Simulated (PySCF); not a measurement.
C4H12OSiZn, SMILES C[O][Zn][Si](C)(C)C at its GFN2-xTB optimised geometry (Å):

```
19

Zn    -1.3138    -1.8488     1.8045
O     -3.0229    -2.3182     1.7275
C     -4.2041    -2.8897     2.1721
H     -4.0843    -3.9607     2.3847
H     -4.5759    -2.3996     3.0823
H     -4.9721    -2.7839     1.3932
Si    -0.3326    -0.6824     0.0000
C     -0.9213    -1.4888    -1.6373
C      1.5851    -0.6824     0.0000
C     -0.9053     1.1495     0.0000
H     -0.6229    -0.9026    -2.5018
H     -0.5108    -2.4871    -1.7580
H     -2.0033    -1.5777    -1.6534
H      1.9884    -1.6893    -0.0340
H      1.9848    -0.1973     0.8843
H      1.9614    -0.1478    -0.8665
H     -0.5151     1.6893     0.8578
H     -1.9884     1.2217     0.0315
H     -0.5657     1.6648    -0.8940
```

Calculation: PBE0/def2-SVP (PySCF).

Map of the electrostatic potential (hartree/e), clipped to [-0.08, 0.12] on the plane z = 0.8 Å:

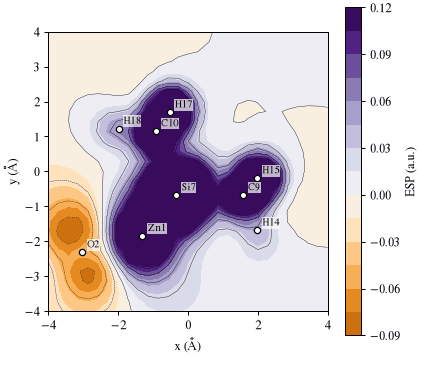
Electrostatic potential (hartree/e), clipped to [-0.08, 0.12] on the plane z = 0.8 Å.
